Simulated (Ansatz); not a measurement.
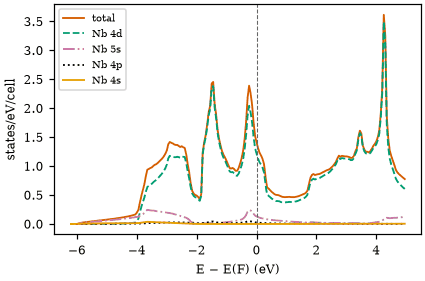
Figure: Total and projected density of states of Nb (bcc (W type), Im-3m), plane-wave PAW LDA (Ansatz code)

### Question
Which orbitals carry the states next to the Fermi level?

### Answer
Within 0.5 eV of the Fermi level: Nb 4d 86 %, Nb 5s 10 %. Projections are on Löwdin-orthogonalised atomic valence shells; empty p or d shells of many metals are not among them.

### Question
Where is the tallest occupied peak in this window, and what makes it?

### Answer
Near -1.4 eV, about 2.5 states/eV per cell; the largest projected share is Nb 4d.

The LDA relaxation kept the symmetry of its start. No spin polarisation was allowed. Spin–orbit coupling is left out wherever it is not named.

Potentials: the later of the program's two PAW sets.
